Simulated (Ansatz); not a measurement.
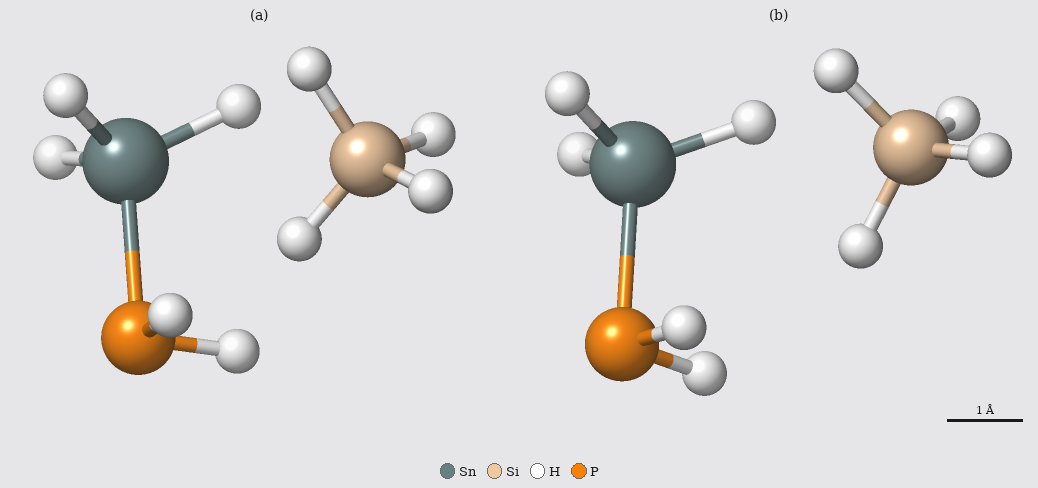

The structure of SnSiPH9 before (left) and after (right) a relaxation, at one scale.

Style: ball-and-stick. Shown at a tilt.

The run prepares an end point of a later path (reaction) calculation, from a guessed geometry.

The calculation used RKS PBE0-D4/def2-SVP (Ansatz). (no spin polarisation; force threshold 0.03 eV/Å; at most 50 steps)

### Describe what moved and what it gained.

The atom that moves furthest after the best rigid fit is an H atom (0.85 Å). Largest moves by element: H 0.85 Å, P 0.48 Å, Si 0.42 Å, Sn 0.18 Å. Among the contacts that change: P–Sn 2.476 → 2.521 Å, H–Si 1.451 → 1.493 Å, H–P 1.423 → 1.430 Å. Groups turn about P–Sn by about 25°. The energy falls by 0.192 eV in 10 accepted moves (12 points after the start). Largest force component: 0.96 eV/Å at the start, 0.019 eV/Å at the end. The line search rejected the trial steps at points 9, 11 of the run. The forces were under the threshold at step 7, but the run went on from there. The run took 42 s on 2 threads of Arm Neoverse V1, with other jobs on the host, peak memory 0.26 GiB.
